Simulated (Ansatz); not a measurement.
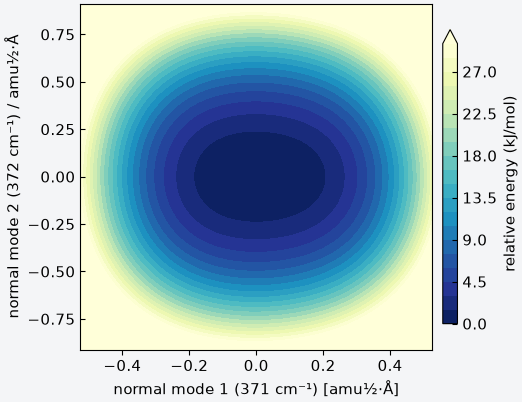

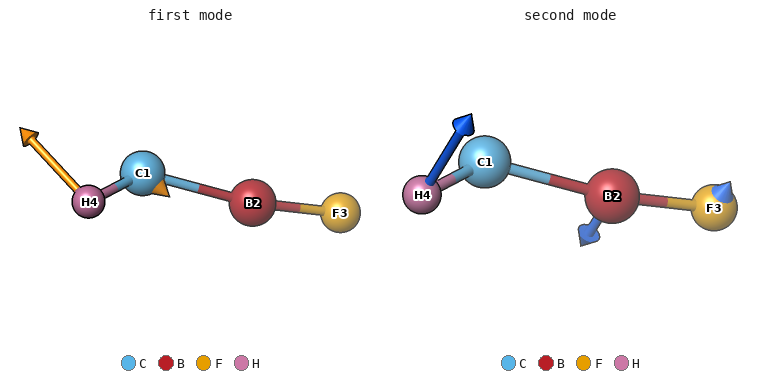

Energy landscape of CHBF, SMILES [CH+]=BF, charge +1. First axis: normal mode 1 (371 cm⁻¹). Second axis: normal mode 2 (372 cm⁻¹). Nothing is relaxed (straight displacements along the two mass-weighted modes). The scan uses a 15 × 15 grid. Energies are in kJ/mol, from the lowest grid point. Computed with Ansatz 0.2.0, RHF/def2-TZVP.

Drawn: filled contours, one colour for all values above the top of the scale. Between grid points the surface is interpolated. The second picture is the structure at the lowest point

**Describe this landscape.**

The lowest grid point is at normal mode 1 (371 cm⁻¹) = 0.000 amu½·Å, normal mode 2 (372 cm⁻¹) = 0.000 amu½·Å. It is the only kind of minimum in the scanned range. The highest grid point, normal mode 1 (371 cm⁻¹) = 0.526 amu½·Å, normal mode 2 (372 cm⁻¹) = 0.912 amu½·Å, lies 73.6 kJ/mol above the lowest.

The input of one point:

```yaml
crystal:
  periodic: [false, false, false]
  atoms:
    - { symbol: C, position_ang: [-0.017988, 0.840357, 0.128981] }
    - { symbol: B, position_ang: [-0.121093, -0.627814, 0.080008] }
    - { symbol: F, position_ang: [-0.348848, -1.813663, 0.22977] }
    - { symbol: H, position_ang: [0.487938, 1.60111, -0.43876] }
total_charge: 1
basis:
  gaussian: { orbitals: def2-TZVP }
hamiltonian:
  xc: hf
output:
  forces: true
```

Time for the 225 points that were run: 4.7 min on 1 thread of Arm Neoverse V2, with other jobs on the host.
